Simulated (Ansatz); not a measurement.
# Two runs on C3H4

System: C3H4, charge +1, multiplicity 2, SMILES [CH2][C+]=C.
Method of run 1: UKS r2SCAN-D4/def2-TZVPP (Ansatz 0.2.0).

Text and figures count atoms from 1; the logs count them from 0 in places.

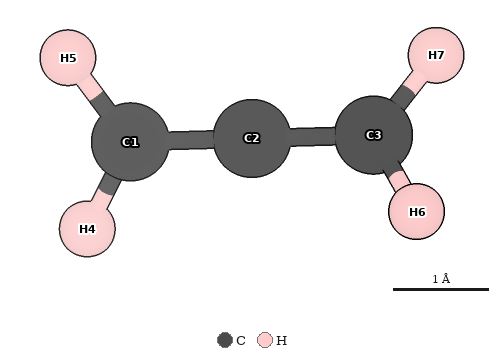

**Figure 1.** The structure as given in the input (ball-and-stick view, seen at a tilt; atoms are numbered from 1 in the order of the input). Bond lengths as drawn: C–C 1.33 Å and C–H 1.11 Å.

**Input, run 1**
```yaml
crystal:
  periodic: [false, false, false]
  atoms:
    - { symbol: C, position_ang: [1.31796561, -0.06399076, 0.12456477] }
    - { symbol: C, position_ang: [-9.959e-05, -0.00133748, 0.00020227] }
    - { symbol: C, position_ang: [-1.31804774, 0.06179588, -0.12511452] }
    - { symbol: H, position_ang: [1.92451225, -0.75435445, -0.50134782] }
    - { symbol: H, position_ang: [1.85905694, 0.56945727, 0.86082082] }
    - { symbol: H, position_ang: [-1.79846406, 0.16554376, -1.1224345] }
    - { symbol: H, position_ang: [-1.98499341, 0.02233578, 0.76348898] }
magnetization:
  spin_polarized: true
  initial_magnetization: 1
total_charge: 1
basis:
  gaussian: { orbitals: def2-TZVPP }
hamiltonian:
  xc: r2scan
  dispersion: d4
relax:
  f_tol: 0.002
  max_steps: 150
```

Launched with:
```bash
ansatz run input.yaml --threads 4 --pin off --max-ram 10240MiB --backend cpu --events-out ev --progress --plain --runs-dir out
```

Hardware: 4 threads of Intel Xeon @ 2.50GHz (Skylake/Cascade Lake), 64 GiB of memory available, shared host.

**Output, shortened to warnings, some set-up lines, iterations and results (run 1)**
```
[...]
mean field evaluation 1: about -3155.6371 eV, gradient 4.1e1 eV
mean field evaluation 2: about -3155.6809 eV, gradient 4.0e1 eV
mean field evaluation 4: about -3164.0736 eV, gradient 3.9e0 eV
mean field evaluation 8: about -3164.1537 eV, gradient 5.4e-2 eV
mean field evaluation 16: about -3164.1299 eV, gradient 9.4e-3 eV
[... 20 lines ...]
relax step  17: F+E_penalty+E_count = -3164.18579728 eV  Δ(F+E_penalty+E_count) = -2.630e-6 eV  max|allowed force component| = 4.011e-3 eV/Å  Δτ_max = 0.0006 Å  (39 SCF …
relax step  18: F+E_penalty+E_count = -3164.18579958 eV  Δ(F+E_penalty+E_count) = -2.296e-6 eV  max|allowed force component| = 2.395e-3 eV/Å  Δτ_max = 0.0008 Å  (39 SCF …
relax step  19: F+E_penalty+E_count = -3164.18579677 eV  Δ(F+E_penalty+E_count) = +2.806e-6 eV  max|allowed force component| = 2.144e-3 eV/Å  Δτ_max = 0.0014 Å  (40 SCF …
mean field evaluation 160: about -3164.1703 eV, gradient 2.4e-5 eV
relax step  20: F+E_penalty+E_count = -3164.18580058 eV  Δ(F+E_penalty+E_count) = -1.001e-6 eV  max|allowed force component| = 7.828e-4 eV/Å  Δτ_max = 0.0006 Å  (39 SCF …
776 factors; their error is unknown
mean field -3164.17032168 eV, -116.2811145700 hartree, gradient 2.7e-5 eV, S^2 0.772462; 1 other end points of the search recorded, 0 dependent functions left out
the calculation of the forces begins
reference -3164.17033309 eV, -116.2811149892 hartree; 11, 10 occupied and 138, 139 virtual orbitals, 776 factors
Total energy: -3164.18581199 eV, -116.2816838284 hartree
Atom 0 at     1.303191    -0.064260     0.123935 Å, force    -0.000057     0.000285    -0.000140 eV/Å
Atom 1 at    -0.000024    -0.000048     0.000153 Å, force     0.000621    -0.000350    -0.000783 eV/Å
Atom 2 at    -1.303209     0.064079    -0.123834 Å, force    -0.000478     0.000194     0.000164 eV/Å
Atom 3 at     1.894596    -0.740726    -0.496367 Å, force     0.000241    -0.000373    -0.000000 eV/Å
Atom 4 at     1.830688     0.557133     0.850386 Å, force     0.000408     0.000276     0.000472 eV/Å
Atom 5 at    -1.771011     0.159003    -1.105817 Å, force    -0.000067     0.000086    -0.000315 eV/Å
Atom 6 at    -1.954300     0.024269     0.751724 Å, force    -0.000668    -0.000118     0.000602 eV/Å
Dipole moment:     0.000005     0.000003    -0.000043 e Å
```

The input of run 2 differs as follows (lines with − go, lines with + come):
```diff
-  xc: r2scan
+  xc: pbe0
```

What does this change do to the results?

The total energies belong to different methods, so their difference says nothing on which is more stable or more accurate. The functional changes from r2SCAN to PBE0.

**Output, shortened to warnings, some set-up lines, iterations and results (run 2)**
```
[...]
mean field evaluation 1: about -3155.2600 eV, gradient 3.7e1 eV
mean field evaluation 2: about -3156.9911 eV, gradient 3.1e1 eV
mean field evaluation 4: about -3161.9759 eV, gradient 2.3e0 eV
mean field evaluation 8: about -3162.0038 eV, gradient 7.4e-2 eV
mean field evaluation 16: about -3162.0015 eV, gradient 6.8e-4 eV
[... 5 lines ...]
relax step   5: F+E_penalty+E_count = -3162.09768279 eV  Δ(F+E_penalty+E_count) = -1.345e-2 eV  max|allowed force component| = 1.392e-1 eV/Å  Δτ_max = 0.0300 Å  (39 SCF …
relax step   6: F+E_penalty+E_count = -3162.09804301 eV  Δ(F+E_penalty+E_count) = -3.602e-4 eV  max|allowed force component| = 5.606e-2 eV/Å  Δτ_max = 0.0078 Å  (38 SCF …
relax step   7: F+E_penalty+E_count = -3162.09827174 eV  Δ(F+E_penalty+E_count) = -2.287e-4 eV  max|allowed force component| = 1.252e-2 eV/Å  Δτ_max = 0.0042 Å  (39 SCF …
mean field evaluation 64: about -3162.0452 eV, gradient 3.6e-1 eV
relax step   8: F+E_penalty+E_count = -3162.09830959 eV  Δ(F+E_penalty+E_count) = -3.785e-5 eV  max|allowed force component| = 1.438e-3 eV/Å  Δτ_max = 0.0030 Å  (40 SCF …
776 factors; their error is unknown
mean field -3162.04483750 eV, -116.2030044670 hartree, gradient 1.5e-5 eV, S^2 0.765898; 1 other end points of the search recorded, 0 dependent functions left out
the calculation of the forces begins
reference -3162.04486305 eV, -116.2030054062 hartree; 11, 10 occupied and 138, 139 virtual orbitals, 776 factors
Total energy: -3162.09833515 eV, -116.2049704695 hartree
Atom 0 at     1.302332    -0.063753     0.123737 Å, force     0.001438     0.000003     0.000038 eV/Å
Atom 1 at    -0.000041    -0.000079     0.000088 Å, force     0.000321     0.000050    -0.000149 eV/Å
Atom 2 at    -1.302406     0.063584    -0.123658 Å, force    -0.000817     0.000192     0.000089 eV/Å
Atom 3 at     1.890877    -0.745881    -0.492999 Å, force     0.000110     0.000872     0.000033 eV/Å
Atom 4 at     1.827907     0.563898     0.846146 Å, force    -0.000283    -0.001030     0.000008 eV/Å
Atom 5 at    -1.767413     0.165263    -1.106252 Å, force    -0.000453    -0.000827     0.001104 eV/Å
Atom 6 at    -1.951325     0.016418     0.753117 Å, force    -0.000316     0.000741    -0.001123 eV/Å
Dipole moment:     0.000029     0.000008    -0.000019 e Å
```

**The two runs side by side**

```csv
quantity,run 1,run 2
outcome,converged,converged
total energy (hartree),−116.281684,−116.204970
⟨S²⟩,0.772,0.766
largest force (eV/Å),0.001,0.001
basis functions,149,149
```
